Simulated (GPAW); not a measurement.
Band structure of HfGeTe (P4/nmm, 6 atoms in the cell).

```yaml
crystal:
  lattice:
    - [3.78419, 0.00000, 0.00000]
    - [0.00000, 3.78419, 0.00000]
    - [0.00000, 0.00000, 10.28397]
  atoms:
    - { symbol: Hf, position: [0.00000, 0.50000, 0.79159] }
    - { symbol: Hf, position: [0.50000, 0.00000, 0.20841] }
    - { symbol: Ge, position: [0.00000, 0.00000, 0.00000] }
    - { symbol: Ge, position: [0.50000, 0.50000, 0.00000] }
    - { symbol: Te, position: [0.50000, 0.00000, 0.66020] }
    - { symbol: Te, position: [0.00000, 0.50000, 0.33980] }
```

Method of the run: PBEsol, GPAW PAW datasets PBEsol (made by gpaw-setup) (plane waves; GPAW).

Settings: mode = pw; ecut = 550 eV; xc = PBEsol; kpts = 5 5 2; mesh shift (steps) = 0 0 0; occupations.name = fermi-dirac; occupations.width = 0.05 eV; nbands = -12; symmetry.symmorphic = false; symmetry.tolerance = 0.0005; maxiter = 150; bandpath_npoints = 40.

The starting cell comes from a database of computed structures (which also holds hypothetical and non-ambient phases and stackings), without a prior relaxation at this level. Its lattice was rescaled by a random factor within 2.5 % of one. Spin-orbit coupling is off.

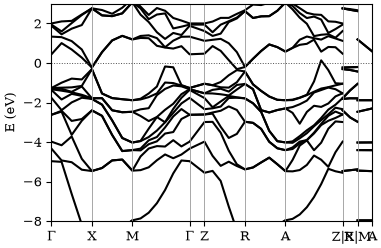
Figure. Bands along the path, energies from the Fermi level.

Levels in eV from the Fermi level, bands 19 to 26:
| point | 19 | 20 | 21 | 22 | 23 | 24 | 25 | 26 |
|---|---|---|---|---|---|---|---|---|
| Γ | -1.33 | -1.33 | -1.26 | -1.26 | 0.44 | 1.34 | 1.88 | 1.94 |
| X | -1.78 | -1.78 | -0.31 | -0.31 | -0.23 | -0.23 | 2.77 | 2.77 |
| M | -2.47 | -2.47 | -1.88 | -1.88 | 1.19 | 1.19 | 3.07 | 3.07 |
| Z | -1.53 | -1.53 | -1.05 | -1.05 | 0.47 | 1.12 | 1.62 | 1.94 |
| R | -1.06 | -1.06 | -0.43 | -0.43 | -0.20 | -0.20 | 2.63 | 2.63 |
| A | -2.30 | -2.30 | -1.88 | -1.88 | 0.58 | 0.58 | 3.06 | 3.06 |

Bands cross the Fermi level along this path, so the cell is metallic at this level.
